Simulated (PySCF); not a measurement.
**Two runs on C₇H₁₁FSi**

System: C₇H₁₁FSi.
Method of run A: GIAO PBE0/pcSseg-1 NMR shielding, non-relativistic, gas phase (PySCF 2.14.0).

The geometry comes from this level: PBE0-D3(BJ)/def2-SVP. Text and figures count atoms from 1; the logs count them from 0 in places.

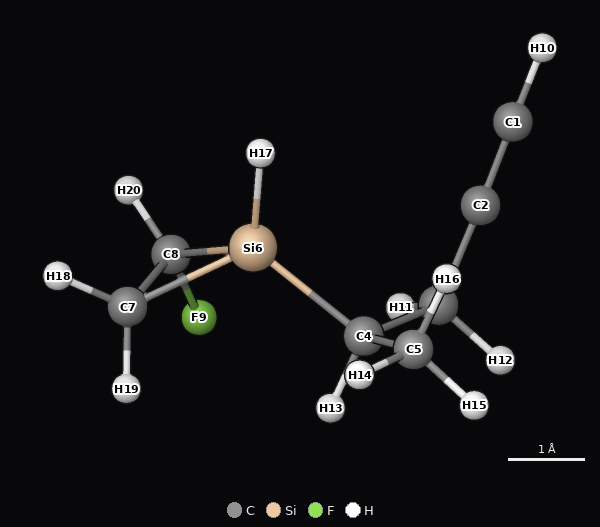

The structure as given in the input (ball-and-stick view, seen at a tilt; atoms are numbered from 1 in the order of the input).

### The input, run A
```
{"job": {"kind": "nmr", "xc": "PBE0", "basis": "pcSseg-1"}, "charge": 0, "multiplicity": 1}
C      2.855081     1.055773     1.271559
C      2.219537     0.700304     0.303185
C      1.414830     0.252414    -0.827402
C      0.274981    -0.700575    -0.419186
C      0.785016    -2.036615     0.112472
Si    -0.924705     0.158066     0.762345
C     -2.698678     0.265507     0.176655
C     -1.899146     1.551223    -0.019452
F     -1.631817     1.877102    -1.328361
H      3.427563     1.379248     2.120948
H      0.984738     1.132188    -1.334936
H      2.071384    -0.248203    -1.562210
H     -0.330625    -0.877291    -1.325167
H     -0.042502    -2.721031     0.354696
H      1.425722    -2.537111    -0.632464
H      1.387099    -1.898613     1.024478
H     -0.626375     0.171329     2.216799
H     -3.553563     0.313117     0.860495
H     -2.934855    -0.262034    -0.756176
H     -2.247168     2.430223     0.538256
```

The first line tells a small driver script what to run in PySCF; the rest is the geometry in Å.

Command:
```bash
OMP_NUM_THREADS=1 python <driver script> task.json out
```

Hardware: 1 CPU thread, shared host.

### Output (run A)
```
coarse grid: 17136 points
cycle   1  E = -661.8395861519  dE =  9.920e-01  |g| = 5.887e-01  |ddm| = 4.114e+00
cycle   2  E = -661.8199499911  dE =  1.964e-02  |g| = 7.037e-01  |ddm| = 1.161e+00
cycle   3  E = -661.9159383625  dE = -9.599e-02  |g| = 8.065e-02  |ddm| = 6.082e-01
cycle   4  E = -661.9169041787  dE = -9.658e-04  |g| = 3.102e-02  |ddm| = 8.632e-02
cycle   5  E = -661.9170901152  dE = -1.859e-04  |g| = 8.182e-03  |ddm| = 3.111e-02
cycle   6  E = -661.9171027228  dE = -1.261e-05  |g| = 3.477e-03  |ddm| = 9.623e-03
cycle   7  E = -661.9171054494  dE = -2.727e-06  |g| = 1.315e-03  |ddm| = 3.348e-03
final grid: 161080 points
cycle   8  E = -661.9796666491  dE = -4.413e-05  |g| = 9.491e-03  |ddm| = 3.844e-02
cycle   9  E = -661.9796521652  dE =  1.448e-05  |g| = 1.274e-02  |ddm| = 1.732e-02
cycle  10  E = -661.9796878329  dE = -3.567e-05  |g| = 1.721e-03  |ddm| = 9.549e-03
cycle  11  E = -661.9796884293  dE = -5.964e-07  |g| = 6.152e-04  |ddm| = 1.663e-03
cycle  12  E = -661.9796885145  dE = -8.519e-08  |g| = 2.114e-04  |ddm| = 5.459e-04
cycle  13  E = -661.9796885237  dE = -9.259e-09  |g| = 3.976e-05  |ddm| = 1.553e-04
cycle  14  E = -661.9796885240  dE = -3.104e-10  |g| = 1.337e-05  |ddm| = 4.521e-05
converged SCF energy = -661.9796885240

GIAO shielding tensors (ppm)
atom      isotropic    diamagn.    paramagn.     s11        s22        s33       span
  0 C      107.154     258.948    -151.795     32.743     36.581    252.138    219.395
  1 C       97.761     265.007    -167.246     -1.888      3.762    291.409    293.298
  2 C      158.509     247.507     -88.998    149.021    153.513    172.994     23.973
  3 C      164.694     252.271     -87.577    158.757    163.686    171.641     12.884
  4 C      166.876     245.297     -78.420    149.304    165.097    186.227     36.923
  5 Si     455.582     882.870    -427.288    341.848    360.808    664.089    322.240
  6 C      177.774     261.097     -83.323    150.173    178.615    204.533     54.361
  7 C      109.756     251.338    -141.582     46.774     83.039    199.454    152.680
  8 F      434.052     475.398     -41.346    380.065    427.803    494.288    114.223
  9 H       29.303      33.292      -3.989     24.041     24.229     39.640     15.598
 10 H       28.485      29.600      -1.115     23.566     28.103     33.785     10.219
 11 H       29.074      27.801       1.273     23.955     27.585     35.683     11.729
 12 H       30.411      33.705      -3.295     26.527     29.045     35.660      9.134
 13 H       29.919      28.996       0.922     24.658     28.443     36.656     11.998
 14 H       30.121      28.583       1.537     25.757     26.916     37.689     11.932
 15 H       29.534      29.451       0.083     25.316     28.884     34.401      9.086
 16 H       27.949      29.938      -1.989     22.921     25.843     35.085     12.164
 17 H       30.236      30.002       0.234     25.227     25.704     39.777     14.550
 18 H       30.440      32.053      -1.613     25.940     28.480     36.901     10.961
 19 H       26.263      30.219      -3.956     22.375     25.665     30.749      8.374
```

The input of run B differs as follows (lines with − go, lines with + come):
```diff
-"xc": "PBE0"
+"xc": "wB97X-D"
+"pop": false
```

Predict how the results change.

The total energies belong to different methods, so their difference says nothing on which is more stable or more accurate. The HOMO goes from −6.78 to −8.65 eV. The LUMO goes from 0.52 to 2.24 eV. The dipole moment goes from 1.59 to 1.67 D. Of all shieldings, the largest change is that of F9, by +5.0 ppm. The functional changes from PBE0 to wB97X-D. The number of SCF iterations is the same.

### Output (run B)
```
coarse grid: 17136 points
cycle   1  E = -662.2688528773  dE =  1.260e+00  |g| = 5.538e-01  |ddm| = 4.069e+00
cycle   2  E = -662.2898886520  dE = -2.104e-02  |g| = 5.510e-01  |ddm| = 8.059e-01
cycle   3  E = -662.3350742572  dE = -4.519e-02  |g| = 6.827e-02  |ddm| = 3.315e-01
cycle   4  E = -662.3358573619  dE = -7.831e-04  |g| = 2.829e-02  |ddm| = 7.392e-02
cycle   5  E = -662.3360407471  dE = -1.834e-04  |g| = 8.362e-03  |ddm| = 3.195e-02
cycle   6  E = -662.3360559674  dE = -1.522e-05  |g| = 3.453e-03  |ddm| = 9.322e-03
cycle   7  E = -662.3360588389  dE = -2.871e-06  |g| = 9.180e-04  |ddm| = 3.299e-03
final grid: 161080 points
cycle   8  E = -662.4059452894  dE = -2.308e-04  |g| = 8.256e-03  |ddm| = 6.035e-02
cycle   9  E = -662.4059469713  dE = -1.682e-06  |g| = 8.576e-03  |ddm| = 1.177e-02
cycle  10  E = -662.4059580907  dE = -1.112e-05  |g| = 7.980e-04  |ddm| = 4.833e-03
cycle  11  E = -662.4059582024  dE = -1.117e-07  |g| = 4.640e-04  |ddm| = 1.214e-03
cycle  12  E = -662.4059582528  dE = -5.039e-08  |g| = 1.332e-04  |ddm| = 5.178e-04
cycle  13  E = -662.4059582571  dE = -4.331e-09  |g| = 5.527e-05  |ddm| = 1.710e-04
cycle  14  E = -662.4059582580  dE = -8.713e-10  |g| = 1.362e-05  |ddm| = 8.124e-05
converged SCF energy = -662.4059582580

GIAO shielding tensors (ppm)
atom      isotropic    diamagn.    paramagn.     s11        s22        s33       span
  0 C      106.517     259.458    -152.940     31.484     35.111    252.958    221.473
  1 C       97.683     266.170    -168.488     -2.753      2.931    292.869    295.622
  2 C      159.503     247.651     -88.148    150.401    154.122    173.984     23.583
  3 C      166.297     252.726     -86.430    160.554    164.658    173.678     13.124
  4 C      167.182     245.148     -77.966    150.170    165.516    185.859     35.689
  5 Si     454.350     882.939    -428.588    340.663    359.273    663.116    322.453
  6 C      178.262     261.533     -83.271    150.205    179.566    205.017     54.812
  7 C      110.587     251.763    -141.176     47.664     83.423    200.674    153.011
  8 F      439.040     475.783     -36.743    385.810    430.661    500.648    114.839
  9 H       29.370      33.179      -3.808     24.100     24.278     39.732     15.632
 10 H       28.706      29.840      -1.134     23.786     28.294     34.039     10.253
 11 H       29.294      27.914       1.380     24.216     27.785     35.882     11.666
 12 H       30.616      34.025      -3.409     26.719     29.204     35.927      9.208
 13 H       30.057      29.136       0.921     24.782     28.558     36.832     12.050
 14 H       30.239      28.698       1.540     25.863     27.081     37.773     11.910
 15 H       29.678      29.685      -0.007     25.443     29.022     34.569      9.126
 16 H       28.057      30.183      -2.126     23.069     25.954     35.147     12.079
 17 H       30.420      30.083       0.337     25.418     25.927     39.914     14.496
 18 H       30.570      32.291      -1.721     26.098     28.596     37.016     10.919
 19 H       26.451      30.317      -3.867     22.607     25.838     30.908      8.301
```

### The two runs side by side

```csv
quantity,run A,run B
outcome,converged,converged
total energy (hartree),−661.979689,−662.405958
HOMO (eV),−6.78,−8.65
LUMO (eV),0.52,2.24
dipole moment (D),1.59,1.67
shielding of C1 (ppm),107.2,106.5
shielding of C3 (ppm),158.5,159.5
shielding of C4 (ppm),164.7,166.3
shielding of Si6 (ppm),455.6,454.4
shielding of C7 (ppm),177.8,178.3
shielding of C8 (ppm),109.8,110.6
shielding of F9 (ppm),434.1,439.0
SCF iterations,14,14
basis functions,215,215
wall time (shared host),80 s,98 s
```
